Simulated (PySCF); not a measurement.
# CHF (SMILES [CH]F) at CISD/STO-3G

Aim: the energy change on altering one bond length of CHF at CISD/STO-3G, from 2 runs. 

The results are computed with PySCF 2.14.0.

22 further runs of the same task are left out: 10 that didn't finish, 12 set aside as unsound or not needed.

## (1) Starting point

The species is CHF (3 atoms), meant as a singlet with charge 0. As SMILES, `[CH]F`. Geometry: relaxed at GFN2-xTB.

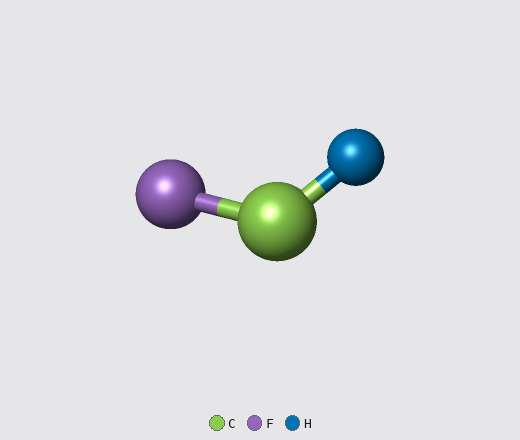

Viewed from a chosen angle; carbon green, fluorine purple, hydrogen blue.

## (2) The energy at CISD/STO-3G

Input file input.py:

```python
# [CH]F
from pyscf import gto, scf, ci

mol = gto.M(
    atom=[
    ('C', (-0.128130, -0.359190, -0.106370)),
    ('F', (0.969610, -0.011280, 0.530170)),
    ('H', (-0.841470, 0.370470, -0.423800)),
],
    verbose=4,
    basis='sto-3g',
    max_memory=1860,
)

calc0 = scf.RHF(mol)
calc0.conv_tol = 1e-10
calc0.kernel()
if not calc0.converged:
    calc0 = calc0.newton().run(calc0.mo_coeff, calc0.mo_occ)

cisd = ci.CISD(calc0, frozen=2)
cisd.kernel()
e_tot = cisd.e_tot
print(f'total energy: {e_tot:.8f} hartree')
```

Launch:

```sh
OMP_NUM_THREADS=1 python input.py
```

The program printed:

```text
PySCF version 2.14.0

[INPUT] num. atoms = 3
[INPUT] num. electrons = 16
[INPUT] charge = 0
[INPUT] spin (= nelec alpha-beta = 2S) = 0
[INPUT] symmetry False subgroup None
[INPUT] Mole.unit = angstrom
[INPUT] Symbol           X                Y                Z      unit          X                Y                Z       unit  Magmom
[INPUT]  1 C     -0.128130000000  -0.359190000000  -0.106370000000 AA   -0.242130608341  -0.678770726683  -0.201010167870 Bohr   0.0
[INPUT]  2 F      0.969610000000  -0.011280000000   0.530170000000 AA    1.832297347640  -0.021316110685   1.001876099461 Bohr   0.0
[INPUT]  3 H     -0.841470000000   0.370470000000  -0.423800000000 AA   -1.590147842038   0.700086837368  -0.800865931591 Bohr   0.0

nuclear repulsion = 26.9760243262819
number of shells = 7
number of NR pGTOs = 33
number of NR cGTOs = 11
basis = sto-3g
ecp = {}

******** <class 'pyscf.scf.hf.RHF'> ********
method = RHF
initial guess = minao
damping factor = 0
level_shift factor = 0
DIIS = <class 'pyscf.scf.diis.CDIIS'>
diis_start_cycle = 1
diis_space = 8
diis_damp = 0
SCF conv_tol = 1e-10
SCF conv_tol_grad = None
SCF max_cycles = 50
direct_scf = True
direct_scf_tol = 1e-13
Set gradient conv threshold to 1e-05
Initial guess from minao.
init E= -135.829037408041
  HOMO = -0.093606170094266  LUMO = 0.0631478710465584  gap/eV = 4.26549
cycle= 1 E= -135.817414673241  delta_E= 0.0116  |g|= 0.304  |ddm|= 2.17
  HOMO = -0.283719944494511  LUMO = 0.204914449248886  gap/eV = 13.29642
cycle= 2 E= -135.853371161002  delta_E= -0.036  |g|= 0.109  |ddm|= 0.582
  HOMO = -0.269746389119981  LUMO = 0.239884906258189  gap/eV = 13.86777
cycle= 3 E= -135.85778528259  delta_E= -0.00441  |g|= 0.0277  |ddm|= 0.149
  HOMO = -0.271579835217478  LUMO = 0.244167720589769  gap/eV = 14.03421
cycle= 4 E= -135.858536658702  delta_E= -0.000751  |g|= 0.00697  |ddm|= 0.111
  HOMO = -0.27175480189914  LUMO = 0.243886373997  gap/eV = 14.03131
cycle= 5 E= -135.858588083969  delta_E= -5.14e-05  |g|= 0.00177  |ddm|= 0.0273
  HOMO = -0.271819998840151  LUMO = 0.244148974469098  gap/eV = 14.04023
cycle= 6 E= -135.858590640674  delta_E= -2.56e-06  |g|= 0.000361  |ddm|= 0.00473
  HOMO = -0.27180985073793  LUMO = 0.244093396769991  gap/eV = 14.03844
cycle= 7 E= -135.858590761925  delta_E= -1.21e-07  |g|= 3.7e-05  |ddm|= 0.00127
  HOMO = -0.271810249049806  LUMO = 0.244102705023426  gap/eV = 14.03871
cycle= 8 E= -135.858590763019  delta_E= -1.09e-09  |g|= 9.67e-06  |ddm|= 0.000137
  HOMO = -0.271810947272261  LUMO = 0.244101456109777  gap/eV = 14.03869
cycle= 9 E= -135.858590763096  delta_E= -7.69e-11  |g|= 1.42e-06  |ddm|= 3.05e-05
  HOMO = -0.271810991121226  LUMO = 0.244101437491136  gap/eV = 14.03869
Extra cycle  E= -135.858590763097  delta_E= -1.22e-12  |g|= 6.22e-07  |ddm|= 2.95e-06
converged SCF energy = -135.858590763097

******** <class 'pyscf.ci.cisd.RCISD'> ********
CISD nocc = 6, nmo = 9
frozen orbitals 2
max_cycle = 50
direct = 0
conv_tol = 1e-09
max_cycle = 50
max_space = 12
lindep = 0
nroots = 1
Init t2, MP2 energy = -0.06299669543446
RCISD converged
E(RCISD) = -135.9424324247074  E_corr = -0.0838416616103248
total energy: -135.94243242 hartree
```

Run time: 0.7 s. Hardware: 1 thread of Arm Neoverse V1, shared host; peak memory 0.1 GiB.

## (3) The distorted shape at the same level

Input file job.py:

```python
from pyscf import gto, ci

mol = gto.Mole()
mol.atom = '''
C     -1.445418    -0.776682    -0.870218
F      0.969610    -0.011280     0.530170
H     -2.158758    -0.047022    -1.187648
'''
mol.charge = 0
mol.verbose = 3
mol.spin = 0
mol.basis = 'sto-3g'
mol.max_memory = 1860
mol.build()

mf = mol.RHF()
mf.conv_tol = 1e-10
mf.kernel()
if not mf.converged:
    mf = mf.newton().run(mf.mo_coeff, mf.mo_occ)

cisd = ci.CISD(mf, frozen=2)
cisd.kernel()
energy = cisd.e_tot
print('E = %.10f Eh' % energy)
```

Launch:

```sh
OMP_NUM_THREADS=1 python job.py
```

The program printed:

```text
converged SCF energy = -135.408324397892
E(RCISD) = -135.7255385681349  E_corr = -0.3172141702432332
E = -135.7255385681 Eh
```

It took 0.97 s on 1 thread of Arm Neoverse V1, shared host; peak memory 0.12 GiB.

## (4) Summary of results

At CISD/STO-3G, 2 core orbitals frozen:

| quantity | value |
| --- | --- |
| first shape: total energy | -135.94243 Eh |
| first shape: dipole moment (Hartree–Fock density) | 1.51 D |
| first shape: HOMO energy (Hartree–Fock orbitals) | -7.40 eV |
| first shape: LUMO energy (Hartree–Fock orbitals) | 6.64 eV |
| first shape: HOMO–LUMO gap (Hartree–Fock orbitals) | 14.04 eV |
| first shape: correlation energy (2 core orbitals frozen) | -83.8 mEh |
| distorted shape: total energy | -135.72554 Eh |
| distorted shape: dipole moment (Hartree–Fock density) | 5.93 D |
| distorted shape: HOMO energy (Hartree–Fock orbitals) | -3.69 eV |
| distorted shape: LUMO energy (Hartree–Fock orbitals) | 1.33 eV |
| distorted shape: HOMO–LUMO gap (Hartree–Fock orbitals) | 5.03 eV |
| distorted shape: correlation energy (2 core orbitals frozen) | -317.2 mEh |
| energy change with the C1–F2 bond stretched from 1.316 to 2.895 Å | 5.902 eV |

What this shows: One bond (distorted shape) is far stretched, which a spin-restricted single reference describes badly; a broken-symmetry solution may lie lower. With the C1–F2 bond stretched from 1.316 to 2.895 Å the energy rises by 5.90 eV (569 kJ/mol). The first shape isn't relaxed at this level, so the change isn't measured from a minimum. A restricted reference can't describe the breaking bond well at this length. The minimal basis adds a large error of its own. Mulliken charges (distorted shape) of the mean-field density run from -0.37 on F2 to +0.29 on C1; they depend strongly on the basis.
